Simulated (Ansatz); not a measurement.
## Electronic structure of CGeOS (triplet) in real space

The calculation's input:

```
crystal:
  periodic: [false, false, false]
  atoms:
    - {symbol: C, position_ang: [0.180111, 0.372541, -2.137012]}
    - {symbol: Ge, position_ang: [-0.881220, 0.574643, -0.511106]}
    - {symbol: O, position_ang: [0.716626, 0.319795, -3.151136]}
    - {symbol: S, position_ang: [0.623635, -0.598944, 0.633223]}
basis:
  gaussian: {orbitals: def2-TZVPD}
magnetization: {spin_polarized: true, initial_magnetization: 2}
hamiltonian: {xc: {name: PBE0}}
output: {forces: true, orbitals: {seedname: orbitals}}
```

Launched as:

```sh
ansatz run input.yaml --threads 1 --pin off --max-ram 2610MiB --events-out events.jsonl --progress --plain --runs-dir runs
```

Geometry: PBE0-D3(BJ)/pcseg-1.

The calculation used isolated molecule in a Gaussian basis; Kohn-Sham density functional theory, functional PBE0 (Ansatz).

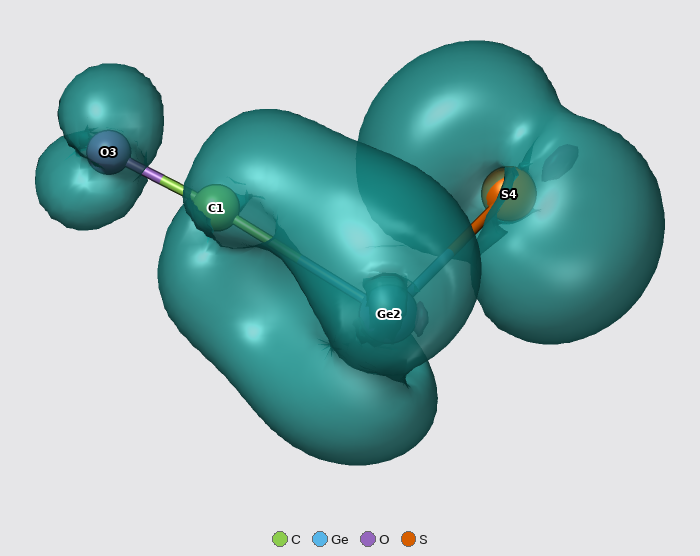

Figure 1. Isosurfaces of the spin density at +0.03 (teal) and −0.03 e/Å³ (pink), seen at an oblique angle.

> Describe the spin distribution.

The unpaired spin (2 electrons) lies mostly on S4 (about 1.0), Ge2 (about 0.6), C1 (about 0.3) and O3 (about 0.1), in electrons by Hirshfeld's partition.

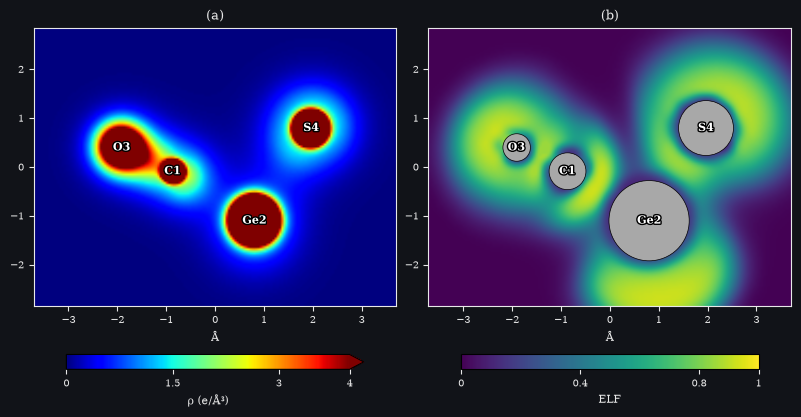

Figure 2. (a) total electron density; (b) ELF on the molecular plane. Grey discs cover the atomic cores in the ELF map.

> Read the bonding off the picture.

- The plane passes through C, Ge, O and S nuclei.
- C–O (1.15 Å): ρ is about 4 e/Å³ halfway; the ELF peaks at about 0.85 between the atoms (a short, multiple covalent bond).
- C–Ge (1.95 Å): ρ is about 0.74 e/Å³ halfway; the ELF peaks at about 0.90 in the valence shell of C, 0.7 Å from its nucleus, and is about 0.45 at the midpoint.
- Ge–S (2.23 Å): the density is about 0.71 e/Å³ at the midpoint; the ELF peaks at about 0.85 in the valence shell of S, 0.9 Å from its nucleus, and is about 0.75 at the midpoint.
- The ELF also peaks beside O3 and S4, away from the bonds: non-bonding electrons, paired or unpaired.

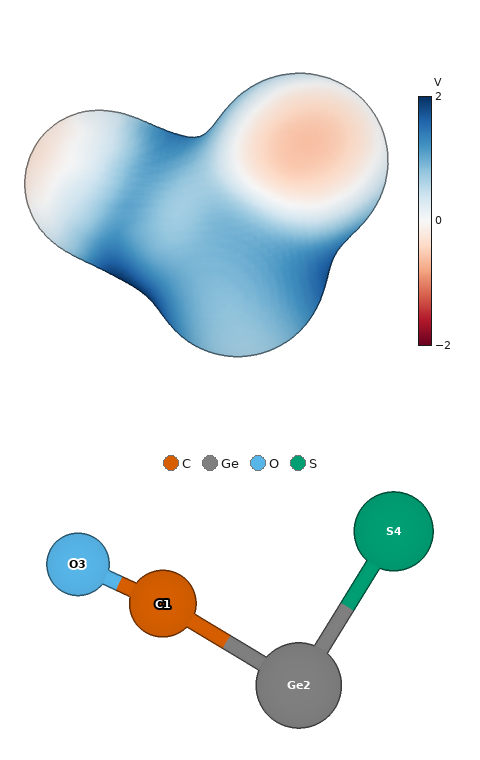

Figure 3. The molecular electrostatic potential painted on the density surface at 0.004 e/bohr³, seen across its widest extent; red is negative and blue positive. The bare structure is drawn below in the same view.

> Describe the electrostatic potential map.

The most negative region (about −0.6 V) lies over S4, the most positive (about +1.9 V) over C1 and Ge2.

> What dipole moment does the calculation give?

Its dipole moment is 1.16 D.
